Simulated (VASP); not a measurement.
Band structure of HgBr (space group I4/mmm). These are PBEsol GGA with spin-orbit coupling, VASP's PBE PAW potentials (set 64) (plane waves; VASP) values and carry that method's errors.

Without a dispersion term in the relaxation, distances and binding between the weakly bound layers, chains or molecules are unreliable, and so is what depends on them.

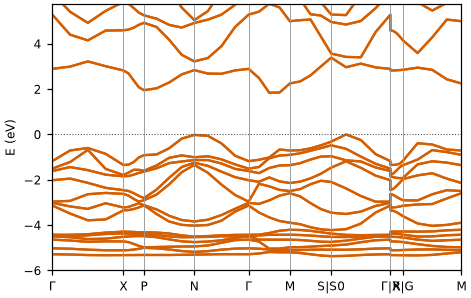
Bands along high-symmetry lines, zero at the valence-band maximum or, without a gap, the Fermi level

Problem. Read the plot: is there a gap, and where are the band edges?

Solution. The gap is indirect, 1.74 eV, from the valence maximum at S0-Γ at 0.25 to the conduction minimum at (-0.33, -0.33, 0.33).

The structure comes from a computed database's HgBr entry (I4/mmm); how it stands against other phases isn't given here. It was relaxed first, which changed the volume by -6 %.
